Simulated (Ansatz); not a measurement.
Input file:

```
crystal:
  periodic: [false, false, false]
  atoms:
    - { symbol: Si, position_ang: [0.0, 0.0, 0.0] }
    - { symbol: O, position_ang: [1.0382, 0.0, 1.5673] }
    - { symbol: Si, position_ang: [-0.2765, -0.4067, 2.5309] }
    - { symbol: H, position_ang: [-1.2008, -1.2403, 1.7677] }
    - { symbol: H, position_ang: [0.1876, -1.1432, 3.7029] }
    - { symbol: H, position_ang: [-0.9605, 0.8095, 2.9606] }
    - { symbol: H, position_ang: [1.629, 0.0, 0.3193] }
    - { symbol: H, position_ang: [-0.6877, 1.1914, -0.4862] }
    - { symbol: H, position_ang: [-0.6877, -1.1914, -0.4862] }
basis:
  gaussian: { orbitals: def2-SVP }
hamiltonian:
  xc: hf
relax:
  f_tol: 0.15
  max_steps: 25
  restrain:
    - { distance: [1, 6], at: 2.21, k: 30.0 }
    - { distance: [0, 1], at: 1.68, k: 30.0 }
    - { distance: [0, 6], at: 1.46, k: 30.0 }
output:
  orbitals: {}
```

Command:

```sh
ansatz run input.yaml --threads 1 --pin off --max-ram 2048MiB --backend cpu --events-out ev --progress --plain --runs-dir out
```

The fields are those of the run's last geometry, not of the input's.

Not at a stationary point (largest force 1.3 eV/Å).

Method: RHF/def2-SVP (Ansatz 0.2.0).

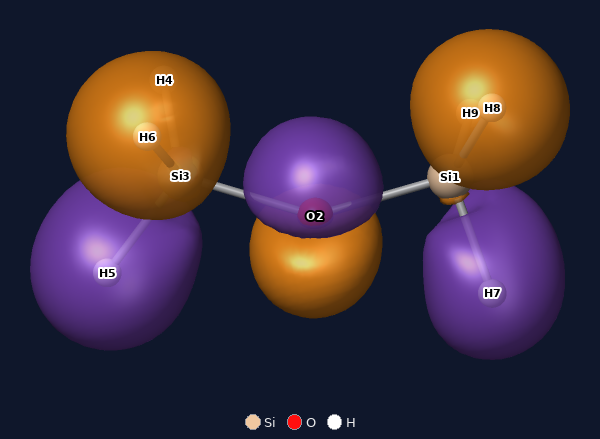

H₆OSi₂. The HOMO at ±0.1 Å⁻³ᐟ² (orange and purple are the two phases), seen across its widest extent.

**Where does this orbital lie, and at what energy?**

It lies mainly on O2 (about 25 %), Si3 (about 15 %), Si1 (about 15 %), H6 (about 15 %), H5 (about 10 %) and H8 (about 10 %). Its energy is −12.18 eV.
